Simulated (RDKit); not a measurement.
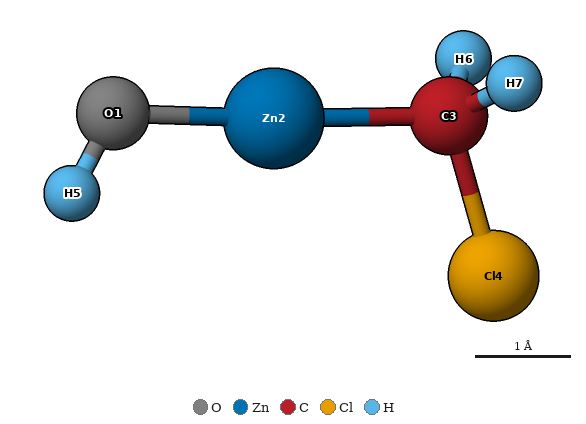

**Figure 1.** The structure (ball-and-stick view, seen at a tilt; atoms are numbered from 1 in the order of the input). Sticks mark near contacts. Bond lengths as drawn: C–Cl 1.80 Å, C–H 1.09 Å, C–Zn 1.93 Å, H–O 0.96 Å and O–Zn 1.77 Å.

## Property calculation of CH3ClOZn

- system: CH3ClOZn, SMILES [OH][Zn][CH2]Cl
- method: EHT (RDKit 2026.09.1)

The geometry comes from this level: PBE0-D4/def2-TZVP.

Output:
```
!!! Warning !!! Distance between atoms 5 and 1 (0.958238 A) is suspicious.
19 orbitals, 32 valence electrons, sum of one-electron energies -419.1213 eV
  13    -5.5415 eV
  14    -3.2829 eV
  15     2.9988 eV
  16     4.9794 eV (HOMO)
  17     5.4585 eV (LUMO)
  18    16.3673 eV
  19    37.4815 eV
Mulliken charges: O1=-1.783 Zn2=+5.556 C3=-2.013 Cl4=-0.822 H5=-0.706 H6=-0.122 H7=-0.111
reduced overlap populations above 0.1
  O1-Zn2  -0.193
  Zn2-C3  -0.833
  Zn2-Cl4  -0.235
  C3-Cl4  -1.482
  O1-H5  -1.448
  Zn2-H5  -0.721
  Zn2-H6  -0.237
  C3-H6   0.420
  Cl4-H6  -0.247
  Zn2-H7  -0.216
  C3-H7   0.460
  Cl4-H7  -0.251
```

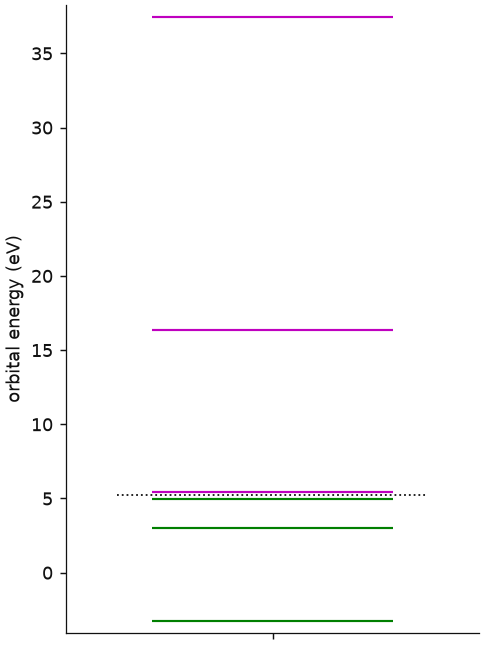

**Figure 2.** Orbital energies near the frontier; the dotted line parts filled from empty levels, and levels within 0.02 eV of each other stand side by side. Highest filled 4.98 eV, lowest empty 5.46 eV, 0.48 eV apart.

This output came from the following input.

Input (job.py):
```python
import json
import numpy as np
from rdkit import Chem
from rdkit.Chem import AllChem
from rdkit.Chem import rdDetermineBonds
from rdkit.Chem import rdEHTTools

mol = Chem.MolFromXYZFile("mol.xyz")
symbols = [a.GetSymbol() for a in mol.GetAtoms()]
start = mol.GetConformer().GetPositions().copy()

ok, res = rdEHTTools.RunMol(mol, keepOverlapAndHamiltonianMatrices=True)
if not ok:
    raise RuntimeError("the extended Hueckel run failed")
eps = np.array(res.GetOrbitalEnergies())
nel = res.numElectrons
homo = (nel + 1) // 2 - 1
print(f"{res.numOrbitals} orbitals, {nel} valence electrons, sum of one-electron energies {res.totalEnergy:.4f} eV")
for i in range(max(0, homo - 3), min(len(eps), homo + 6)):
    print(f"{i + 1:4d} {eps[i]:10.4f} eV", "(HOMO)" if i == homo else "(LUMO)" if i == homo + 1 else "")
q = np.array(res.GetAtomicCharges())
print("Mulliken charges:", " ".join(f"{a}{i + 1}={c:+.3f}" for i, (a, c) in enumerate(zip(symbols, q))))
op = res.GetReducedOverlapPopulationMatrix()
pairs = [(k, i, op[i * (i + 1) // 2 + k]) for i in range(len(symbols)) for k in range(i) if abs(op[i * (i + 1) // 2 + k]) > 0.1]
print("reduced overlap populations above 0.1")
for k, i, p in pairs:
    print(f"  {symbols[k]}{k + 1}-{symbols[i]}{i + 1} {p:7.3f}")
json.dump(dict(symbols=symbols, start=start.tolist(), energy=res.totalEnergy * 23.060548, homo=eps[homo], lumo=eps[homo + 1] if homo + 1 < len(eps) else None, orbital_energies=eps.round(4).tolist(), charges_mulliken=q.tolist(), bond_orders=[[k + 1, i + 1, round(p, 4)] for k, i, p in pairs], nel=nel), open("results.json", "w"))
```

File mol.xyz:
```
7

O     -0.953200     2.141200    -0.925300
Zn    -0.184900     0.699100    -0.237400
C      0.724700    -0.827500     0.521200
Cl    -0.294500    -2.279700     0.231000
H     -1.849800     2.039600    -1.247800
H      1.691800    -1.022500     0.060100
H      0.865900    -0.750200     1.598300
```

Launched with:
```bash
python job.py
```

Results in brief:

| quantity | value |
| --- | --- |
| outcome | converged |
| total energy | −15.402425 hartree |
| HOMO | 4.98 eV |
| LUMO | 5.46 eV |
| hardware | 1 thread of Arm Neoverse V1, 24 GiB of memory available, shared host |
| peak memory | 0.073 GiB |

Remarks:

These settings are looser than, or depart from, a standard set-up, so the numbers are not reference values for this system. The record of the run, not the program, notes: collapsed solution. A charge, dipole or affinity of this size shows that the self-consistent charges collapsed, so these values aren't results.
